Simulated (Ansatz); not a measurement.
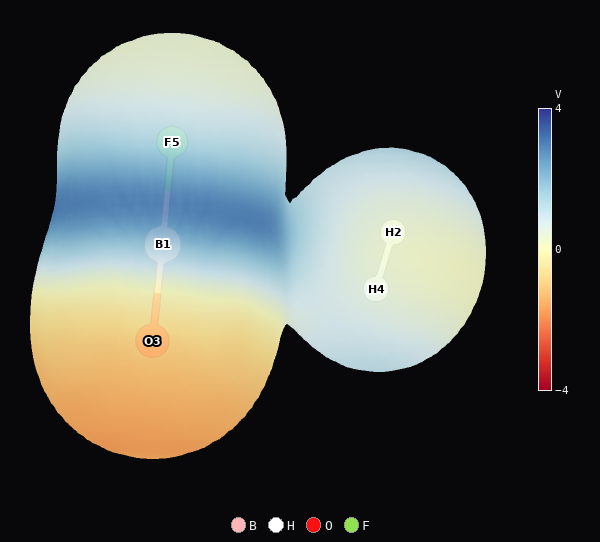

Figure 1: BFO···H2. The molecular electrostatic potential painted on the density surface at 0.004 e/bohr³, seen at a tilt; red is negative and blue positive.

The product side of a reaction path; geometry: PBE0-D4/def2-TZVP.

Method: RKS PBE0-D4/def2-TZVPP in Ansatz 0.2.0.

```csv
atom,x (Å),y (Å),z (Å)
B,-0.5138,0.0888,1.0231
H,0.8063,0.1769,-1.6654
O,-0.5163,-1.0965,1.2477
H,0.7415,-0.5200,-1.4023
F,-0.5178,1.3507,0.7969
```

Question: Describe the electrostatic potential map.

Answer: The most negative region (about −1.7 V) lies over O3, the most positive (about +3.0 V) over B1. O3 is the likeliest acceptor of a hydrogen bond.
